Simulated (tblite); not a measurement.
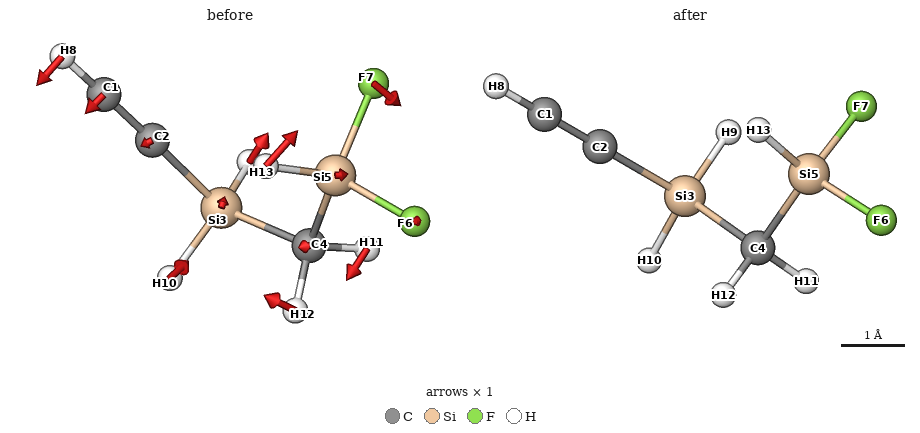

The structure of C$_{3}$H$_{6}$F$_{2}$Si$_{2}$ before (left) and after (right) a relaxation, at one scale. The red arrows give the displacements, at their true length.

A ball-and-stick model, seen from a free direction.

Computed with GFN2-xTB geometry optimisation, gas phase (tblite 0.8.0). 

Q: Describe what moved and what it gained.

A: The energy falls by 0.505 eV in 139 geometry steps. The atom that moves furthest after the best rigid fit is H13 (0.78 Å). Largest moves by element: H 0.78 Å, F 0.66 Å, C 0.45 Å, Si 0.23 Å. Near-neighbour distances that change, for instance: Si5–F6 1.701 → 1.604 Å, Si3–C4 1.856 → 1.910 Å, C2–Si3 1.798 → 1.851 Å, C1–C2 1.234 → 1.202 Å. Among the angles between lasting bonds that change: C4–Si5–H13 112.4° → 119.3°, F7–Si5–H13 113.6° → 107.7°, C2–Si3–C4 112.4° → 107.2°. Groups turn about Si3–C4 by about 40°. Cost: 3 s on 1 thread of Intel(R) Xeon(R) Processor @ 2.50GHz, with other jobs on the host.
